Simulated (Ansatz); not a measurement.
## Electronic structure of C3H10Si in real space

The calculation's input:

```
crystal:
  periodic: [false, false, false]
  atoms:
    - { symbol: Si, position_ang: [0.0, 0.0, 0.0] }
    - { symbol: H, position_ang: [0.0, 0.0, 1.46] }
    - { symbol: C, position_ang: [1.7634, 0.0, -0.6227] }
    - { symbol: H, position_ang: [2.1111, -1.0463, -0.7509] }
    - { symbol: H, position_ang: [1.8119, 0.5276, -1.5981] }
    - { symbol: H, position_ang: [2.4154, 0.5187, 0.1108] }
    - { symbol: C, position_ang: [-0.8808, 1.5259, -0.6227] }
    - { symbol: H, position_ang: [-1.9334, 1.2723, -0.8671] }
    - { symbol: H, position_ang: [-0.8624, 2.3106, 0.1622] }
    - { symbol: H, position_ang: [-0.3704, 1.9025, -1.5336] }
    - { symbol: C, position_ang: [-0.8808, -1.5259, -0.6227] }
    - { symbol: H, position_ang: [-1.3804, -2.0377, 0.2261] }
    - { symbol: H, position_ang: [-1.6409, -1.2332, -1.3768] }
    - { symbol: H, position_ang: [-0.1449, -2.2146, -1.0879] }
basis:
  gaussian: { orbitals: "6-31G" }
hamiltonian:
  xc: pbe
relax:
  f_tol: 0.02
  max_steps: 40
output:
  orbitals: {}
```

Run with:

```sh
ansatz run input.yaml --threads 1 --pin off --max-ram 2048MiB --backend cpu --events-out ev --progress --plain --runs-dir out
```

The fields are those of the run's last geometry, not of the input's.

These are results of RKS PBE/6-31G in Ansatz, not measurements.

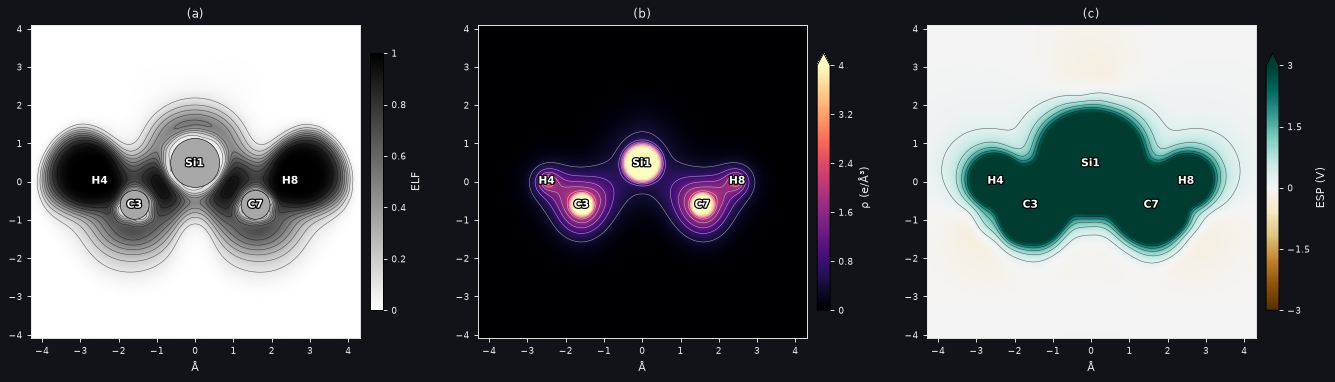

Figure 1. (a) ELF; (b) total electron density; (c) molecular electrostatic potential on the plane of atoms Si1, C3 and H4. Grey discs cover the atomic cores in the ELF map.

What does the map show?

- The section cuts through Si, C and H sites.
- C–Si (1.92 Å): ρ at the midpoint is about 0.78 e/Å³; the ELF peaks at about 0.95 between the atoms (localised, covalent bonding).
- C–H (1.10 Å): ρ is about 1.8 e/Å³ halfway; the ELF climbs to about 1 towards the hydrogen, as it does in any bond to H; an ordinary covalent bond to hydrogen.
- The potential has no marked negative region in this plane.

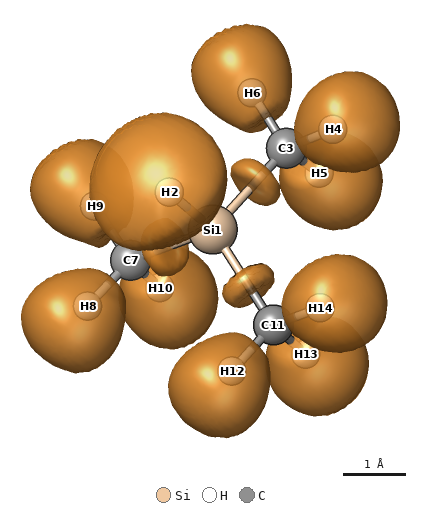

Figure 2. Isosurface of the ELF at 0.85 (orange), seen at a tilt. Core shells and regions of very low density are left out.

Describe the localisation domains.

At this value the surface marks out three regions between bonded C–Si atoms (shared pairs) and ten regions around hydrogen nuclei.

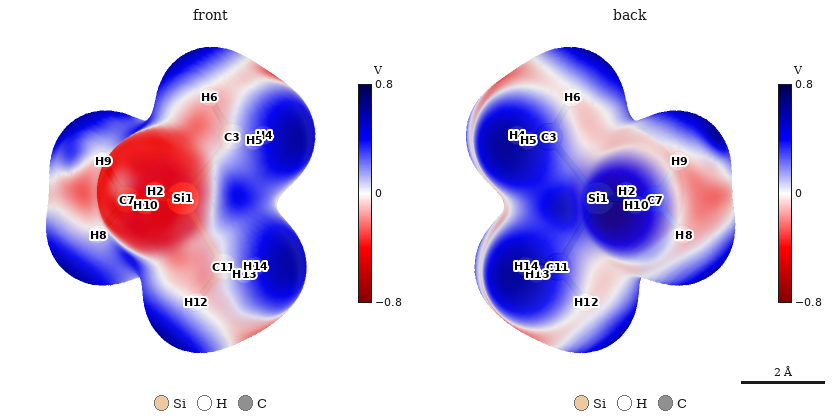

Figure 3. The molecular electrostatic potential painted on the density surface at 0.002 e/bohr³, seen from the front and from behind; the colour scale runs from red (negative) to blue (positive).

Which sites attract a positive test charge, and which a negative one?

A positive charge is drawn to the negative regions and a negative charge to the positive ones. The most negative region (about −0.4 V) lies over H2, the most positive (about +0.6 V) over the H atoms.
